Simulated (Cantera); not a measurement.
Charge: 1 mol NaCl, 0.23 mol H2, at 1330 Pa.

Method: chemical equilibrium by Gibbs-energy minimisation in Cantera with the NASA 1993 tables (ideal gas, pure condensed phases). Candidate condensed phases: Na, NaCl; 10 gas species. Kinetics and transport are ignored.

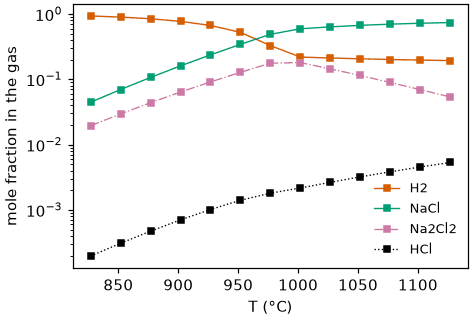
Figure. Equilibrium gas composition (values under 1e-9 drawn at 1e-9)

From 827 °C to 977 °C the condensed part is NaCl(l). From 1002 °C to 1127 °C nothing is condensed. The main Na-bearing gas is NaCl throughout.
